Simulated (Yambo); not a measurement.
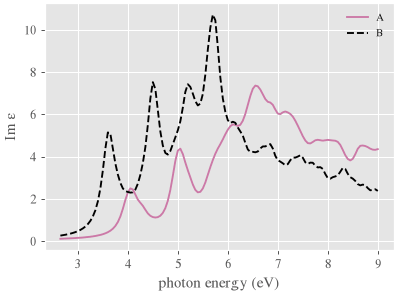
Figure. Two computed absorption spectra of Ba$_{2}$H$_{3}$I (space group P-3m1, No. 164) (Yambo, LDA bands with the same scissor, field along x)

Axes are Cartesian, with cell vectors (Å) (4.54, 0.00, 0.00), (-2.27, 3.93, 0.00), (0.00, 0.00, 8.12).

Q: Which curve includes the electron-hole attraction (BSE)?

A: Curve B: the attraction moves weight to lower energy (centre of the plotted range 5.9 eV against 6.7 eV). Settings: 6×6×4 mesh, 6 valence and 16 conduction bands, static screening with 67 bands and a 3 Ry block, scissor 1.57 eV, Tamm-Dancoff. The scissor comes from a G0W0 run whose convergence isn't established. Broadening 0.15 eV. The band window holds all transitions up to 9.0 eV. On this mesh the peak heights and the fine structure are mesh artefacts; only the shift of weight is robust.

Spin-orbit coupling is not included.

Geometry of the Materials Project entry, not relaxed at this level; primitive cell a = b = 4.5364 Å, c = 8.1196 Å, α = β = 90.00°, γ = 120.00°.

The structure is a Materials Project entry; no match was found in the copy of COD used, and its stability was not checked.
